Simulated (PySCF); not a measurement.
In(Cl)2(OH), SMILES [OH][In]([Cl])[Cl], PBE0/def2-SVP optimised geometry. Atoms within 1.6 Å of the plane z = 0.8 Å (x, y, z in Å): In1 (-0.57, 0.01, 0.00), Cl2 (-1.76, 2.01, 0.00), Cl3 (-1.71, -2.01, 0.00), O4 (1.41, 0.01, 0.00), H5 (1.76, 0.91, -0.01).

Method: PBE0/def2-TZVP, def2 effective core potentials past Kr in PySCF 2.14.0. The core electrons that the potentials of In replace are not part of the density.

Map of the electrostatic potential (hartree/e), clipped to [-0.08, 0.12] on the plane z = 0.8 Å:

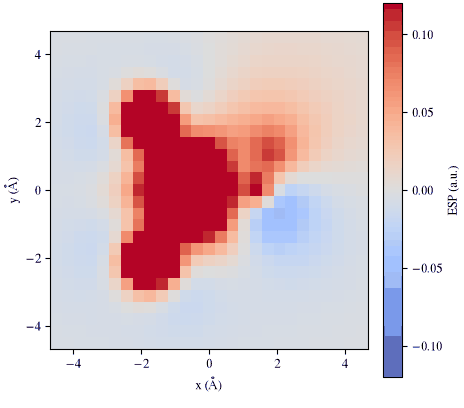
Electrostatic potential (hartree/e), clipped to [-0.08, 0.12] on the plane z = 0.8 Å.
